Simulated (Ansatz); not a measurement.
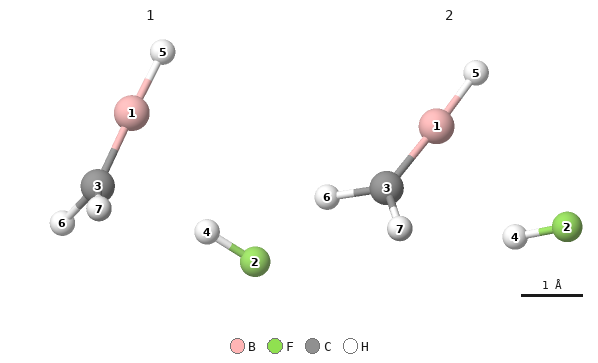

Two geometries of CH4BF, drawn at one scale. One is the start of a relaxation, the other its converged end. Style: ball-and-stick. Shown from a free direction.

These are results of RKS r2SCAN-D4/def2-TZVP in Ansatz, not measurements. Set-up: no spin polarisation; force threshold 0.03 eV/Å; at most 50 steps.

Which of the two is the end point?

Answer. Structure 1 is the relaxed one. The run prepares an end point of a later path (reaction) calculation, from a guessed geometry. The energy falls by 0.100 eV in 8 accepted moves (10 points after the start). Largest force component: 1.1 eV/Å at the start, 0.022 eV/Å at the end. The line search rejected the trial steps at points 2, 9 of the run. The largest move after the best rigid fit is that of H6, 0.75 Å. Largest moves by element: H 0.75 Å, F 0.66 Å, B 0.24 Å, C 0.17 Å. Among the contacts that change: F2–H4 0.916 → 0.945 Å. Bond angles that change, for instance: B1–C3–H7 125.4° → 122.9°, B1–C3–H6 120.0° → 122.3°.

Limits of the set-up: the start holds two separate molecules, 2.2 Å apart at their closest, whose relative position is a soft coordinate.
